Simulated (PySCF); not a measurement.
Vertical excitations of a molecule C4H8S from PySCF with TDA-PBE/def2-SVPD, as energy in eV (oscillator strength): 4.44 (0.000), 5.02 (0.000), 5.39 (0.029), 5.64 (0.028), 6.27 (0.003), 6.37 (0.000), 6.66 (0.026), 6.86 (0.014), 6.95 (0.000), 7.01 (0.030). Lowest triplet (TDA): 3.98 eV. Coordinates come from a ωB97X-D3(BJ)/def2-SVP optimisation. One conformer was computed; it need not be the lowest.

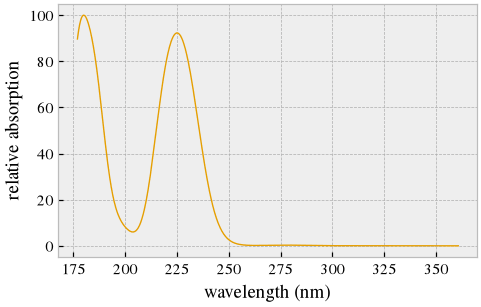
*The lines broadened by 0.4 eV.*

### Question
Which molecule gave these data?
A) C[C@@H]1C[C@H]1S
B) SCC1CC1
C) C[C@H]1CCS1
D) CC1CSC1

### Answer
D, CC1CSC1
